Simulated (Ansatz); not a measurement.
CH₈BClSi₂: several calculations on one system

**1. Relaxation**

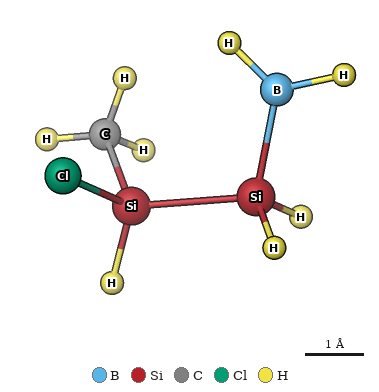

CH8BClSi2, before the relaxation. Style: ball-and-stick. Shown at a tilt.

The run prepares an end point of a later path (torsion) calculation, from a guessed geometry.

Theory: Ansatz 0.2.0, RKS BHLYP-D4/def2-SVP.

Input
```yaml
crystal:
  periodic: [false, false, false]
  atoms:
    - { symbol: B, position_ang: [-0.4714, 1.5787, 1.4781] }
    - { symbol: Si, position_ang: [-1.1631, 0.9097, -0.2216] }
    - { symbol: Si, position_ang: [0.3936, -0.3696, -1.1405] }
    - { symbol: C, position_ang: [0.9028, -1.7594, 0.0377] }
    - { symbol: Cl, position_ang: [2.1468, 0.7704, -1.4749] }
    - { symbol: H, position_ang: [-1.2133, 2.3472, 2.1075] }
    - { symbol: H, position_ang: [0.5895, 1.3504, 1.8539] }
    - { symbol: H, position_ang: [-2.3276, 0.1231, 0.0064] }
    - { symbol: H, position_ang: [-1.4693, 2.0381, -1.0918] }
    - { symbol: H, position_ang: [-0.0524, -0.9178, -2.3798] }
    - { symbol: H, position_ang: [1.604, -2.4115, -0.3868] }
    - { symbol: H, position_ang: [-0.0649, -2.3656, 0.2394] }
    - { symbol: H, position_ang: [1.1459, -1.3285, 0.987] }
basis:
  gaussian: { orbitals: def2-SVP }
hamiltonian:
  xc: { name: BHLYP }
  dispersion: d4
relax:
  f_tol: 0.015
  max_steps: 40
```

Command:
```bash
ansatz run input.yaml --threads 2 --pin off --max-ram 3072MiB --backend cpu --events-out ev --progress --plain --runs-dir out
```

Q: Predict the outcome.

A: The energy falls by 13.8 kcal/mol in 32 accepted moves (37 points after the start). The largest force component goes from 3.9 to 0.014 eV/Å. The line search rejected the trial steps at points 4, 11, 19, 31, 34 of the run. The forces were under the threshold at step 32, but the run went on from there. The largest move after the best rigid fit is that of H6, 1.85 Å. By element the largest moves are H 1.85 Å, Cl 1.05 Å, B 0.58 Å, C 0.42 Å, Si 0.39 Å. Near-neighbour distances that change, for instance: Si2–Si3 2.215 → 2.353 Å, C4–H12 1.160 → 1.095 Å, Si2–H8 1.424 → 1.487 Å, B1–Si2 1.953 → 2.010 Å. Among the angles between lasting bonds that change: H11–C4–H13 117.3° → 108.4°, B1–Si2–Si3 108.1° → 100.0°, Si2–Si3–Cl5 109.7° → 103.5°. Groups turn about B1–Si2 by about 85°, Si2–Si3 by about 50°.

History of the run:

```tsv
step	E − E(0), kcal/mol	largest force component, eV/Å	note
0	0.00	3.8744	
1	-9.94	1.2563	
2	-11.16	0.3838	
3	-11.41	0.1560	
4	-11.39	0.2979	rejected
5	-11.74	0.0526	
6	-11.90	0.0748	
7	-12.03	0.2542	
8	-12.45	0.1189	
9	-12.78	0.0830	
10	-12.81	0.5701	
11	-11.27	1.0503	rejected
13	-13.25	0.1010	
14	-13.38	0.1948	
16	-13.50	0.0290	
17	-13.52	0.0557	
19	-13.57	0.2018	rejected
20	-13.60	0.1124	
21	-13.65	0.1388	
23	-13.69	0.0295	
24	-13.71	0.0263	
26	-13.73	0.0671	
27	-13.74	0.0268	
28	-13.75	0.0176	
30	-13.76	0.0348	
31	-13.75	0.0544	rejected
33	-13.76	0.0152	
34	-13.75	0.0646	rejected
36	-13.76	0.0183	
37	-13.76	0.0137
```

The structure at the end:

```xyz
13

B    -0.3681    2.0964    1.2282
Si   -1.3604    0.7719    0.0873
Si    0.4533   -0.3311   -0.9287
C     0.7760   -2.0408   -0.2516
Cl    2.1044    0.8775   -0.4291
H    -0.1630    3.2131    0.8497
H     0.0594    1.7700    2.2983
H    -2.1498   -0.2265    0.8553
H    -2.2382    1.3709   -0.9495
H     0.3916   -0.3585   -2.4073
H     1.7060   -2.4498   -0.6556
H    -0.0452   -2.7127   -0.5211
H     0.8544   -2.0151    0.8386
```

After the run, drawn alike:

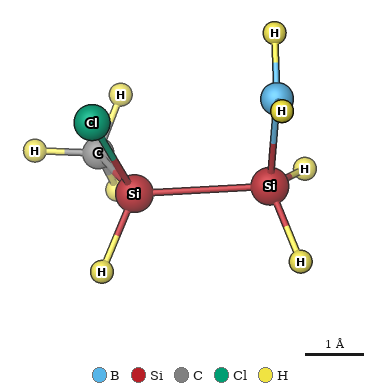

**2. Relaxation**

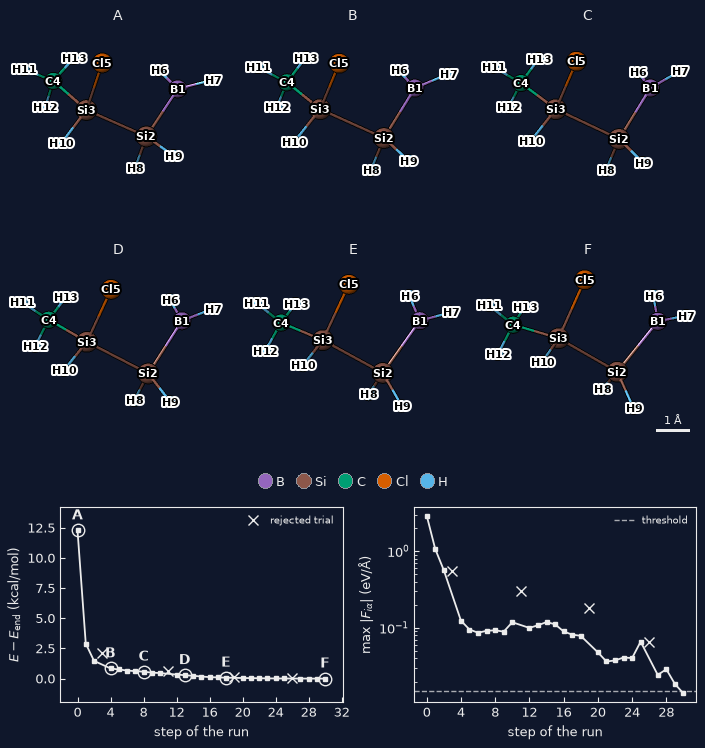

Frames of a relaxation of CH₈BClSi₂, marked on the history of the run. The picture is a ball-and-stick view, seen from a free direction.

The run prepares an end point of a later path (torsion) calculation, from a guessed geometry.

All numbers below come from Ansatz 0.2.0, RKS BHLYP-D4/def2-SVP.

Input file:
```yaml
crystal:
  periodic: [false, false, false]
  atoms:
    - { symbol: B, position_ang: [-0.4714, 1.5787, 1.4781] }
    - { symbol: Si, position_ang: [-1.1631, 0.9097, -0.2216] }
    - { symbol: Si, position_ang: [-2.99768, -0.25836, 0.19581] }
    - { symbol: C, position_ang: [-4.2616, 0.78898, 1.13634] }
    - { symbol: Cl, position_ang: [-2.53331, -1.88209, 1.47371] }
    - { symbol: H, position_ang: [-1.2133, 2.3472, 2.1075] }
    - { symbol: H, position_ang: [0.5895, 1.3504, 1.8539] }
    - { symbol: H, position_ang: [-1.49807, 2.00216, -1.07078] }
    - { symbol: H, position_ang: [-0.15604, 0.06318, -0.84891] }
    - { symbol: H, position_ang: [-3.57674, -0.75992, -1.0077] }
    - { symbol: H, position_ang: [-5.16069, 0.27943, 1.30697] }
    - { symbol: H, position_ang: [-4.49353, 1.69065, 0.44511] }
    - { symbol: H, position_ang: [-3.77704, 1.22594, 1.98499] }
basis:
  gaussian: { orbitals: def2-SVP }
hamiltonian:
  xc: { name: BHLYP }
  dispersion: d4
relax:
  f_tol: 0.015
  max_steps: 40
```

Launched with:
```bash
ansatz run input.yaml --threads 2 --pin off --max-ram 3072MiB --backend cpu --events-out ev --progress --plain --runs-dir out
```

Describe the path.

Answer. Cl5 moves most after the best rigid fit: 1.10 Å. By element the largest moves are Cl 1.10 Å, H 0.90 Å, B 0.49 Å, C 0.44 Å, Si 0.32 Å. Some distances before and after: Si2–Si3 2.215 → 2.353 Å, C4–H12 1.160 → 1.094 Å, Si2–H8 1.424 → 1.486 Å, B1–Si2 1.953 → 2.008 Å. Bond angles that change, for instance: H11–C4–H13 117.3° → 108.5°, B1–Si2–Si3 108.1° → 100.0°, Si2–Si3–Cl5 109.7° → 103.5°. Groups turn about Si2–Si3 by about 50°, B1–Si2 by about 20°. The energy falls by 12.3 kcal/mol in 26 accepted moves (30 points after the start). Largest force component: 2.9 eV/Å at the start, 0.014 eV/Å at the end. The line search rejected the trial steps at points 3, 11, 19, 26 of the run. The run took 2.4 min on 2 threads of Arm Neoverse V1, with other jobs on the host, peak memory 0.3 GiB. From step 0 to 4: H7 moves most (0.21 Å), energy −11.4 kcal/mol. From step 4 to 8: H7 moves most (0.24 Å), energy −0.27 kcal/mol. From step 8 to 13: Cl5 moves most (0.34 Å), energy −0.29 kcal/mol. From step 13 to 18: Cl5 moves most (0.32 Å), energy −0.21 kcal/mol. From step 18 to 30: H6 moves most (0.29 Å), energy −0.08 kcal/mol.

**3. Path**

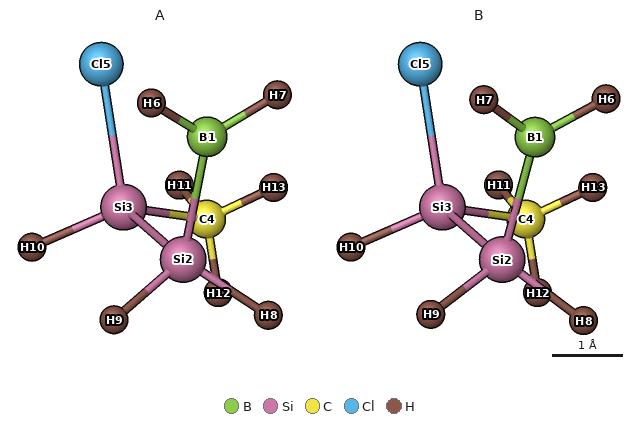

The two relaxed end points of a path for CH₈BClSi₂. Style: ball-and-stick. Shown from a free direction.

Method: RKS BHLYP-D4/def2-SVP in Ansatz.

Set-up: 5 movable images; climbing image; force threshold 0.05 eV/Å; iteration limit 60.

Start:
```xyz
13

B    -0.4045    2.0797    1.2451
Si   -1.3603    0.7752    0.0511
Si    0.4845   -0.3192   -0.9171
C     0.7784   -2.0396   -0.2541
Cl    2.1206    0.8765   -0.3427
H    -0.1831    3.2010    0.8902
H    -0.0155    1.7364    2.3245
H    -2.1789   -0.2315    0.7765
H    -2.1996    1.3922   -1.0068
H     0.4743   -0.3250   -2.3972
H     1.7207   -2.4459   -0.6315
H    -0.0348   -2.7047   -0.5618
H     0.8188   -2.0299    0.8384
```

End:
```xyz
13

B    -0.4014    2.0353    1.2728
Si   -1.3632    0.7867    0.0281
Si    0.4742   -0.3185   -0.9414
C     0.7855   -2.0163   -0.2322
Cl    2.1116    0.9001   -0.4243
H    -0.0061    1.6407    2.3322
H    -0.1791    3.1712    0.9708
H    -2.2146   -0.2198    0.7142
H    -2.1723    1.4505   -1.0239
H     0.4444   -0.3697   -2.4195
H     1.7260   -2.4242   -0.6123
H    -0.0264   -2.6962   -0.5085
H     0.8419   -1.9748    0.8586
```

**Predict the minimum-energy path and its barrier.**

The two ends have the same energy, and the highest point, image 3, lies 2.13 kcal/mol above the start. The motion is a rotation about the B1–Si2 bond by about 180°. No bond forms or breaks between the ends. Bond angles that change up to the highest image, for instance: B1–Si2–Si3 100.0° → 111.8°, B1–Si2–H9 115.0° → 108.3°. The band is converged. At the top, the vibrational analysis gives one imaginary mode (150i cm⁻¹), as a transition state must have.

Energies of the converged images:

| image | path (Å) | E (kcal/mol) |
| --- | --- | --- |
| 0 | 0.00 | 0.00 |
| 1 | 1.07 | 0.08 |
| 2 | 2.15 | 1.08 |
| 3 | 3.23 | 2.13 |
| 4 | 4.47 | 1.41 |
| 5 | 5.71 | 0.31 |
| 6 | 6.95 | 0.00 |

The geometry at the top of the path:

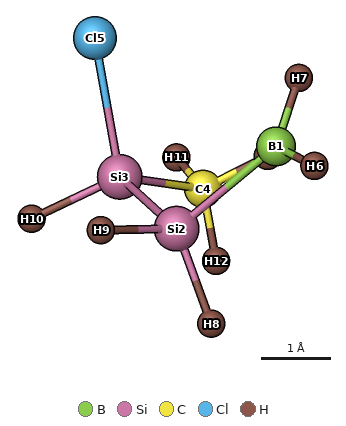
